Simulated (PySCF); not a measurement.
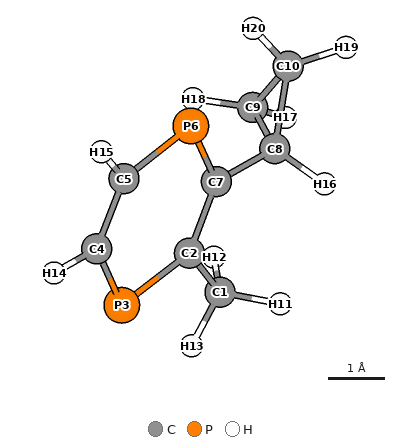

Fig. 1: The structure as given in the input (ball-and-stick view, seen at a tilt; atoms are numbered from 1 in the order of the input).

# Two runs on C8H10P2

System: C8H10P2, SMILES Cc1pccpc1C1CC1.
Method of run A: GIAO PBE0/pcSseg-1 NMR shielding, non-relativistic, IEF-PCM water (PySCF 2.14.0).

The geometry comes from this level: PBE0-D3(BJ)/def2-SVP. Text and figures count atoms from 1; the logs count them from 0 in places.

Input, run A:
```
{"job": {"kind": "nmr", "xc": "PBE0", "basis": "pcSseg-1", "solvent": "water", "pop": false}, "charge": 0, "multiplicity": 1}
C     -0.200657     2.120593    -0.872218
C      0.727555     1.096568    -0.268675
P      2.424217     1.505991    -0.426281
C      3.257432     0.192982     0.342349
C      2.711489    -0.925339     0.949977
P      1.038760    -1.353999     1.120462
C      0.176036    -0.046118     0.332305
C     -1.317469    -0.168317     0.340949
C     -2.048373    -0.746519    -0.846463
C     -2.031581    -1.481215     0.458377
H     -0.838360     2.582446    -0.100643
H     -0.876812     1.656954    -1.606769
H      0.357485     2.925916    -1.371215
H      4.351425     0.282638     0.337100
H      3.408002    -1.648432     1.393769
H     -1.819264     0.682571     0.816114
H     -2.972348    -0.260375    -1.170306
H     -1.436853    -1.148091    -1.659301
H     -2.945547    -1.506954     1.056256
H     -1.431270    -2.392424     0.523110
```

The first line tells a small driver script what to run in PySCF; the rest is the geometry in Å.

Launched with:
```bash
OMP_NUM_THREADS=1 python <driver script> task.json out
```

Hardware: 1 CPU thread, shared host.

Output (run A):
```
coarse grid: 18136 points
cycle   1  E = -992.7237140437  dE =  1.477e+00  |g| = 3.799e-01  |ddm| = 4.541e+00
cycle   2  E = -992.7154795774  dE =  8.234e-03  |g| = 4.249e-01  |ddm| = 8.475e-01
cycle   3  E = -992.7630515065  dE = -4.757e-02  |g| = 5.295e-02  |ddm| = 4.351e-01
cycle   4  E = -992.7636315470  dE = -5.800e-04  |g| = 2.902e-02  |ddm| = 9.397e-02
cycle   5  E = -992.7638402521  dE = -2.087e-04  |g| = 6.100e-03  |ddm| = 3.108e-02
cycle   6  E = -992.7638481781  dE = -7.926e-06  |g| = 3.087e-03  |ddm| = 1.027e-02
final grid: 167240 points
cycle   7  E = -992.8262954655  dE = -3.651e-05  |g| = 1.253e-02  |ddm| = 4.647e-02
cycle   8  E = -992.8262302933  dE =  6.517e-05  |g| = 1.966e-02  |ddm| = 3.478e-02
cycle   9  E = -992.8263379316  dE = -1.076e-04  |g| = 2.601e-03  |ddm| = 2.300e-02
cycle  10  E = -992.8263397785  dE = -1.847e-06  |g| = 3.117e-04  |ddm| = 2.704e-03
cycle  11  E = -992.8263398001  dE = -2.158e-08  |g| = 1.641e-04  |ddm| = 5.093e-04
cycle  12  E = -992.8263398070  dE = -6.918e-09  |g| = 2.757e-05  |ddm| = 1.880e-04
cycle  13  E = -992.8263398072  dE = -1.930e-10  |g| = 6.684e-06  |ddm| = 3.921e-05
converged SCF energy = -992.8263398072

GIAO shielding tensors (ppm)
atom      isotropic    diamagn.    paramagn.     s11        s22        s33       span
  0 C      156.914     247.434     -90.520    146.206    149.144    175.392     29.186
  1 C       -0.264     262.728    -262.992   -163.087    -14.341    176.634    339.721
  2 P       71.169     968.828    -897.659   -209.929    -39.484    462.920    672.849
  3 C       18.228     262.625    -244.397   -147.161     22.680    179.164    326.325
  4 C       18.167     263.780    -245.613   -147.141     22.295    179.348    326.488
  5 P       73.041     970.177    -897.135   -248.390    -35.373    502.888    751.278
  6 C       -3.116     261.522    -264.638   -157.039    -24.952    172.643    329.682
  7 C      163.056     248.982     -85.927    131.416    151.677    206.074     74.658
  8 C      173.891     253.572     -79.681    143.166    173.077    205.429     62.263
  9 C      178.743     255.980     -77.236    151.887    177.833    206.510     54.623
 10 H       28.196      29.639      -1.443     23.129     27.800     33.659     10.530
 11 H       28.061      30.746      -2.684     21.765     29.900     32.520     10.755
 12 H       28.216      29.021      -0.805     22.833     28.213     33.601     10.768
 13 H       21.764      27.864      -6.100     19.010     20.089     26.191      7.181
 14 H       21.696      29.128      -7.432     18.704     19.935     26.451      7.747
 15 H       29.041      32.268      -3.227     22.177     27.464     37.483     15.305
 16 H       29.918      30.228      -0.309     24.363     25.745     39.647     15.284
 17 H       31.071      31.619      -0.548     26.670     28.664     37.880     11.210
 18 H       30.044      29.622       0.423     23.809     26.151     40.173     16.364
 19 H       29.421      31.889      -2.468     22.447     27.901     37.914     15.467
```

The input of run B differs as follows (lines with − go, lines with + come):
```diff
-"solvent": "water"
-"pop": false
+"solvent": "acetone"
+"pop": true
```

What does this change do to the results?

The total energy of run B is 0.23 kcal/mol higher: the change of the electrostatic solvation energy at this fixed geometry, without cavity or dispersion terms. Of all shieldings, the largest change is that of P3 and P6, by −0.4 ppm. The number of SCF iterations is the same.

Output (run B):
```
coarse grid: 18136 points
cycle   1  E = -992.7233153071  dE =  1.478e+00  |g| = 3.802e-01  |ddm| = 4.541e+00
cycle   2  E = -992.7148237981  dE =  8.492e-03  |g| = 4.261e-01  |ddm| = 8.468e-01
cycle   3  E = -992.7626659522  dE = -4.784e-02  |g| = 5.369e-02  |ddm| = 4.407e-01
cycle   4  E = -992.7632648121  dE = -5.989e-04  |g| = 2.929e-02  |ddm| = 9.553e-02
cycle   5  E = -992.7634772349  dE = -2.124e-04  |g| = 6.072e-03  |ddm| = 3.130e-02
cycle   6  E = -992.7634850399  dE = -7.805e-06  |g| = 3.088e-03  |ddm| = 1.028e-02
final grid: 167240 points
cycle   7  E = -992.8259358514  dE = -3.640e-05  |g| = 1.255e-02  |ddm| = 4.649e-02
cycle   8  E = -992.8258691106  dE =  6.674e-05  |g| = 1.979e-02  |ddm| = 3.504e-02
cycle   9  E = -992.8259783126  dE = -1.092e-04  |g| = 2.668e-03  |ddm| = 2.332e-02
cycle  10  E = -992.8259802615  dE = -1.949e-06  |g| = 3.150e-04  |ddm| = 2.786e-03
cycle  11  E = -992.8259802834  dE = -2.187e-08  |g| = 1.673e-04  |ddm| = 5.225e-04
cycle  12  E = -992.8259802906  dE = -7.213e-09  |g| = 2.769e-05  |ddm| = 1.930e-04
cycle  13  E = -992.8259802908  dE = -1.953e-10  |g| = 6.782e-06  |ddm| = 3.929e-05
converged SCF energy = -992.8259802908

GIAO shielding tensors (ppm)
atom      isotropic    diamagn.    paramagn.     s11        s22        s33       span
  0 C      156.925     247.442     -90.516    146.195    149.210    175.370     29.175
  1 C       -0.118     262.719    -262.837   -163.066    -13.914    176.627    339.693
  2 P       70.753     968.808    -898.054   -211.248    -39.387    462.896    674.144
  3 C       18.288     262.614    -244.326   -147.168     22.999    179.032    326.200
  4 C       18.210     263.777    -245.567   -147.186     22.605    179.211    326.397
  5 P       72.642     970.158    -897.516   -249.713    -35.223    502.861    752.574
  6 C       -2.990     261.493    -264.483   -157.010    -24.617    172.657    329.666
  7 C      163.055     248.978     -85.923    131.421    151.683    206.061     74.640
  8 C      173.885     253.570     -79.686    143.158    173.050    205.446     62.288
  9 C      178.704     255.929     -77.225    151.834    177.792    206.485     54.651
 10 H       28.213      29.663      -1.450     23.153     27.817     33.669     10.516
 11 H       28.070      30.760      -2.690     21.779     29.908     32.524     10.744
 12 H       28.218      29.028      -0.810     22.839     28.212     33.604     10.765
 13 H       21.780      27.881      -6.101     19.036     20.097     26.207      7.171
 14 H       21.712      29.148      -7.436     18.729     19.941     26.466      7.736
 15 H       29.061      32.292      -3.230     22.203     27.491     37.490     15.286
 16 H       29.936      30.248      -0.312     24.390     25.763     39.654     15.264
 17 H       31.076      31.621      -0.546     26.674     28.670     37.882     11.208
 18 H       30.053      29.638       0.415     23.821     26.165     40.174     16.352
 19 H       29.412      31.876      -2.464     22.436     27.892     37.907     15.471
```

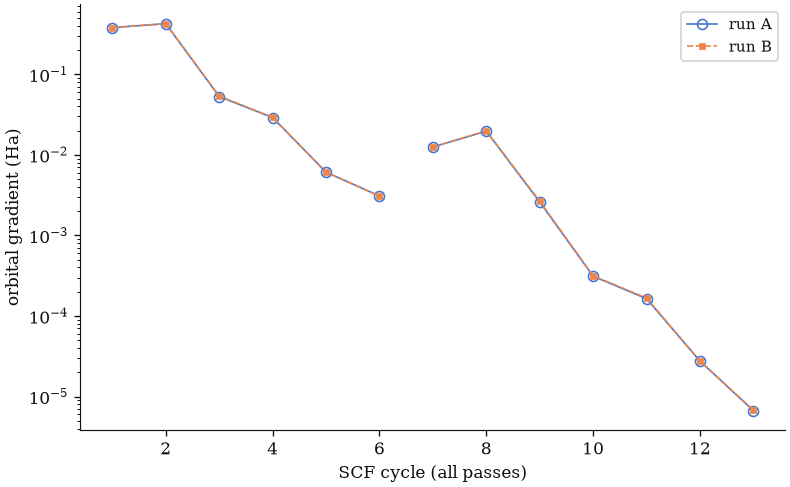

Fig. 2: Convergence of the two runs: orbital gradient against the SCF cycle. A break in a curve parts two SCF passes (coarse and final grid). Run A takes 13 cycles in all, and run B takes 13.

The two runs side by side:

| quantity | run A | run B |
| --- | --- | --- |
| outcome | converged | converged |
| total energy (hartree) | −992.826340 | −992.825980 |
| HOMO (eV) | −6.86 | −6.85 |
| LUMO (eV) | −2.25 | −2.24 |
| dipole moment (D) | 1.66 | 1.63 |
| shielding of C2 (ppm) | −0.3 | −0.1 |
| shielding of P3 (ppm) | 71.2 | 70.8 |
| shielding of C4 (ppm) | 18.2 | 18.3 |
| shielding of C5 (ppm) | 18.2 | 18.2 |
| shielding of P6 (ppm) | 73.0 | 72.6 |
| shielding of C7 (ppm) | −3.1 | −3.0 |
| shielding of C10 (ppm) | 178.7 | 178.7 |
| SCF iterations | 13 | 13 |
| basis functions | 234 | 234 |
| wall time (shared host) | 84 s | 87 s |
